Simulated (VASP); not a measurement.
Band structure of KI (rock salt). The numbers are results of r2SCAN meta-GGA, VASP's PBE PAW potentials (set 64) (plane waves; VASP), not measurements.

Unless said otherwise, spin-orbit coupling is left out, though it shifts the bands of the heavy elements here.

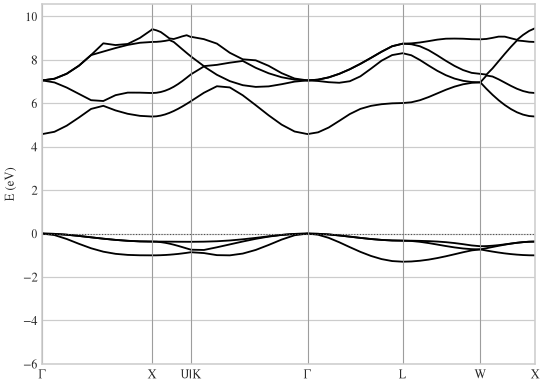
*Bands along high-symmetry lines, zero at the valence-band maximum or, without a gap, the Fermi level*

Question: Read the plot: is there a gap, and where are the band edges?

Answer: The gap is direct, 4.58 eV, from the valence maximum at Γ to the conduction minimum at Γ.

Measured: gap 6.10 eV (computed value off by -1.52 eV), as given by Aguado et al., (1998), arXiv:cond-mat/9809176.

The compound is KI in the rock salt structure. It was relaxed first.
